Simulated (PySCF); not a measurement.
Input

```
{"job": {"kind": "nmr", "xc": "PBE0", "basis": "pcSseg-1"}, "charge": 0, "multiplicity": 1}
C      3.709590     0.513924     1.175567
O      2.395262     0.086793     0.949507
Si     1.394564     0.464968    -0.255198
F      2.078692     0.031587    -1.661914
C     -0.108476    -0.597836     0.058774
C     -0.679323    -1.472967    -1.026531
C     -1.400939    -0.232991    -0.622087
C     -2.688516    -0.306180     0.160655
C     -2.904573     0.914848     1.010496
O     -2.180984     1.867221     1.065366
H      4.095559    -0.034681     2.034482
H      3.730861     1.584029     1.389622
H      4.335653     0.316379     0.303846
H      1.166119     1.885998    -0.454862
H     -0.217603    -0.981897     1.065343
H     -0.183817    -1.486791    -1.984728
H     -1.097037    -2.427835    -0.740973
H     -1.368136     0.603141    -1.309146
H     -3.552669    -0.399714    -0.506143
H     -2.697113    -1.180426     0.817697
H     -3.836035     0.869371     1.612674
```

Run with:

```sh
OMP_NUM_THREADS=1 python probes_run.py task.json out
```

Geometry: GFN2-xTB.

Theory: PBE0/pcSseg-1, SCF density, gas phase, non-relativistic in PySCF 2.14.0.

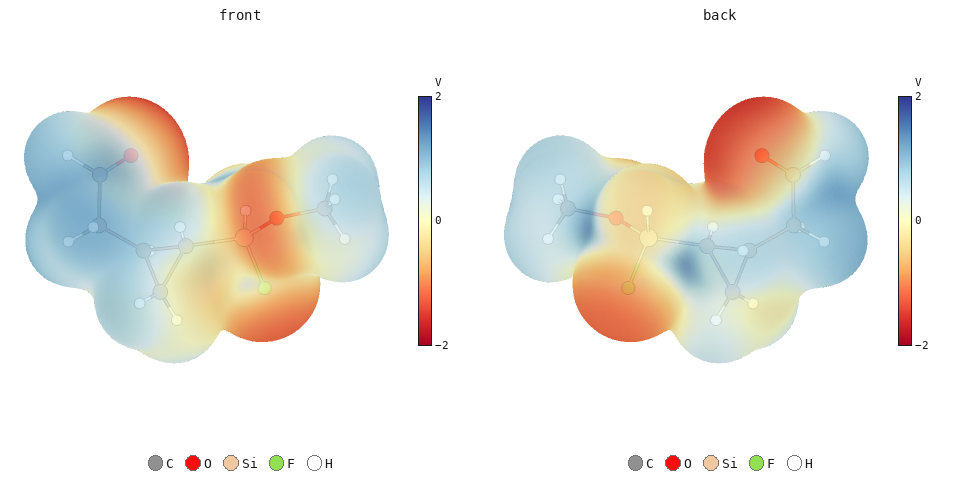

C₆H₁₁FO₂Si. The molecular electrostatic potential painted on the density surface at 0.002 e/bohr³, seen from the front and from behind; red is negative and blue positive.

Which sites attract a positive test charge, and which a negative one?

Answer. A positive charge is drawn to the negative regions and a negative charge to the positive ones. The most negative region (about −1.6 V) lies over O10, the most positive (about +1.3 V) over Si3. O10 is the likeliest acceptor of a hydrogen bond.

What dipole moment does the calculation give?

Answer. Its dipole moment is 2.11 D.
